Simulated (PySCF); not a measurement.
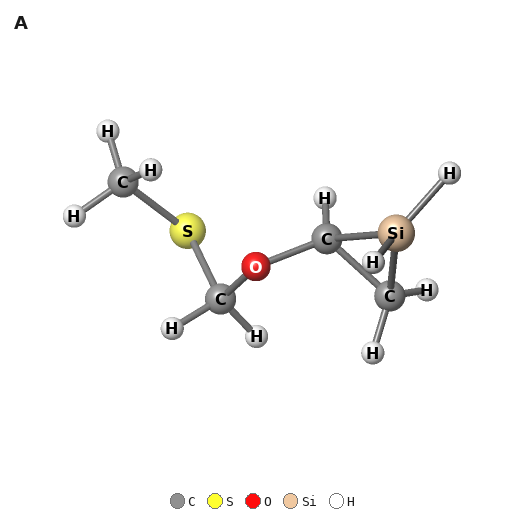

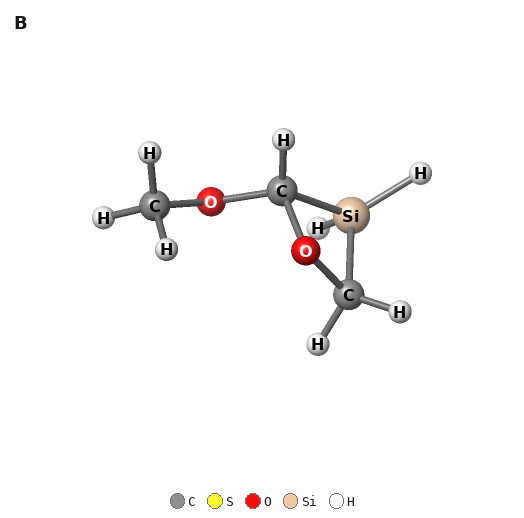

Two related species, optimised with GFN2-xTB; properties computed with PySCF 2.14.0. Both: charge 0, singlet.

**What are A and B?**

A is C4H10OSSi (CSCO[C@@H]1C[SiH2]1), B is C3H8O2Si (CO[C@H]1OC[SiH2]1).

Compare them. With ωB97X-D/def2-SVPD: dipole moment (D), HOMO–LUMO gap (eV), HOMO energy (Kohn–Sham orbital) (eV), lowest vertical singlet excitation (eV), mean static polarisability (bohr³). With GFN2-xTB: mean Si–C length (Å), mean Si–H length (Å).

```tsv
quantity	A	B
dipole moment (D)	1.18	0.87
HOMO–LUMO gap (eV)	10.04	11.14
HOMO energy (Kohn–Sham orbital) (eV)	−8.34	−9.60
lowest vertical singlet excitation (eV)	5.67	6.61
mean static polarisability (bohr³)	101.8	70.0
mean Si–C length (Å)	1.886	1.923
mean Si–H length (Å)	1.450	1.459
```

Each is one conformer, and no frequency run is at hand to confirm it as a minimum.

The geometry is semi-empirical. Around Si such bond lengths and angles can be off by a tenth of an ångström or more and by several degrees, and values that hang on the shape move with them.
